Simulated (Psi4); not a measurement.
**Frequency calculation, with input and output: C2 (part 4 of 4)**

The same run, continued: C2, SMILES [C]#[C]; B3LYP/aug-cc-pVDZ, RKS (Psi4 1.11). The geometry was optimised with B3LYP/aug-cc-pVDZ.

Geometry of the input (Å):
```
C  0.0000  0.0000  -0.0505
C  0.0000  0.0000  1.2112
```

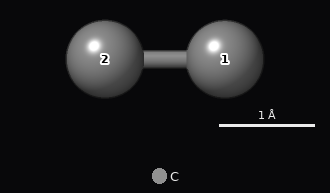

**Figure 1.** The structure (ball-and-stick view, seen on its broad side; atoms are numbered from 1 in the order of the input).

**What the program printed, continued**
```
  Zero-point vibrational energy, ZPVE = Sum_i omega_i / 2,  E_0 = E_e + ZPVE
    Vibrational ZPVE                         2.670 [kcal/mol]       11.170 [kJ/mol]       0.00425433 [Eh]         933.717 [cm^-1]
  Correction ZPVE to E_e                     2.670 [kcal/mol]       11.170 [kJ/mol]       0.00425433 [Eh]         933.717 [cm^-1]
  Total E_0, Enthalpy at 0 [K]                                                          -75.88758247 [Eh]
  *** Absolute enthalpy, not an enthalpy of formation ***

  Thermal (internal) energy, E (includes ZPVE and finite-temperature corrections)
    Electronic contrib to E beyond E_e       0.000 [kcal/mol]        0.000 [kJ/mol]       0.00000000 [Eh]
    Translational contrib to E               0.889 [kcal/mol]        3.718 [kJ/mol]       0.00141628 [Eh]
    Rotational contrib to E                  0.592 [kcal/mol]        2.479 [kJ/mol]       0.00094418 [Eh]
    Vibrational contrib to E                 2.670 [kcal/mol]       11.172 [kJ/mol]       0.00425536 [Eh]
  Correction E                               4.151 [kcal/mol]       17.370 [kJ/mol]       0.00661583 [Eh]
  Total E, Thermal (internal) energy at  298.15 [K]                                     -75.88522097 [Eh]

  Enthalpy, H_trans = E_trans + k_B * T = E_trans + P * V
    Electronic contrib to H beyond E_e       0.000 [kcal/mol]        0.000 [kJ/mol]       0.00000000 [Eh]
    Translational contrib to H               1.481 [kcal/mol]        6.197 [kJ/mol]       0.00236046 [Eh]
    Rotational contrib to H                  0.592 [kcal/mol]        2.479 [kJ/mol]       0.00094418 [Eh]
    Vibrational contrib to H                 2.670 [kcal/mol]       11.172 [kJ/mol]       0.00425536 [Eh]
  Correction H                               4.744 [kcal/mol]       19.849 [kJ/mol]       0.00756001 [Eh]
  Total H, Enthalpy at  298.15 [K]                                                      -75.88427679 [Eh]
  *** Absolute enthalpy, not an enthalpy of formation ***

  Gibbs free energy, G = H - T * S
    Electronic contrib to G beyond E_e       0.000 [kcal/mol]        0.000 [kJ/mol]       0.00000000 [Eh]
    Translational contrib to G              -9.092 [kcal/mol]      -38.043 [kJ/mol]      -0.01448965 [Eh]
    Rotational contrib to G                 -2.413 [kcal/mol]      -10.096 [kJ/mol]      -0.00384527 [Eh]
    Vibrational contrib to G                 2.670 [kcal/mol]       11.169 [kJ/mol]       0.00425421 [Eh]
  Correction G                              -8.836 [kcal/mol]      -36.969 [kJ/mol]      -0.01408071 [Eh]
  Total G, Gibbs energy at  298.15 [K]                                                  -75.90591751 [Eh]
  *** Absolute Gibbs energy, not a free energy of formation ***

  Variable Map:
  ----------------------------------------------------------------------------
  "CURRENT ENERGY"               =>     -75.891836799944
  "CURRENT REFERENCE ENERGY"     =>     -75.891836799944
  "DD SOLVATION ENERGY"          =>       0.000000000000
  "DFT FUNCTIONAL TOTAL ENERGY"  =>     -75.891836799944
  "DFT TOTAL ENERGY"             =>     -75.891836799944
  "DFT VV10 ENERGY"              =>       0.000000000000
  "DFT XC ENERGY"                =>      -8.533170041940
  "ENTHALPY"                     =>     -75.884276789921
  "ENTHALPY CORRECTION"          =>       0.007560010023
  "FINDIF NUMBER"                =>       7.000000000000
  "GIBBS FREE ENERGY"            =>     -75.905917507751
  "GIBBS FREE ENERGY CORRECTION" =>      -0.014080707807
  "GRID ELECTRONS ALPHA"         =>       6.000000113922
  "GRID ELECTRONS BETA"          =>       6.000000113922
  "GRID ELECTRONS TOTAL"         =>      12.000000227845
  "NUCLEAR REPULSION ENERGY"     =>      15.098570367542
  "ONE-ELECTRON ENERGY"          =>    -130.861260802317
  "PCM POLARIZATION ENERGY"      =>       0.000000000000
  "PE ENERGY"                    =>       0.000000000000
  "SCF ITERATION ENERGY"         =>     -75.891836799944
  "SCF ITERATIONS"               =>       7.000000000000
  "SCF TOTAL ENERGY"             =>     -75.891836799944
  "THERMAL ENERGY"               =>     -75.885220974469
  "THERMAL ENERGY CORRECTION"    =>       0.006615825475
  "TWO-ELECTRON ENERGY"          =>      48.404023676771
  "ZERO K ENTHALPY"              =>     -75.887582473864
  "ZPVE"                         =>       0.004254326080

  Array Variable Map:
  ----------------------------------------------------------------------------
  "B3LYP DIPOLE GRADIENT"        =>       0.000000003022 ... -0.000001090885 6 by 3
  "B3LYP TOTAL GRADIENT"         =>       0.000000000000 ... -0.000001279318 2 by 3
  "B3LYP TOTAL HESSIAN"          =>      -0.000000246385 ... 0.791831725479 6 by 6
  "CURRENT DIPOLE"               =>      -0.000000000000 ... 0.000000028198 1 by 3
  "CURRENT DIPOLE GRADIENT"      =>       0.000000003022 ... -0.000001090885 6 by 3
  "CURRENT GRADIENT"             =>       0.000000000000 ... -0.000001279318 2 by 3
  "CURRENT HESSIAN"              =>      -0.000000246385 ... 0.791831725479 6 by 6
  "DFT TOTAL GRADIENT"           =>       0.000000000000 ... -0.000001279318 2 by 3
  "SCF DIPOLE"                   =>      -0.000000000000 ... 0.000000028198 1 by 3
  "SCF TOTAL ENERGIES"           =>     -75.331540170458 ... -75.891836799944 1 by 8
  "SCF TOTAL GRADIENT"           =>       0.000000000000 ... -0.000001279318 2 by 3

    Psi4 run time: 0:00:10.43

[set-up sections that repeat, and orbital energies of the middle runs, are left out above]
```
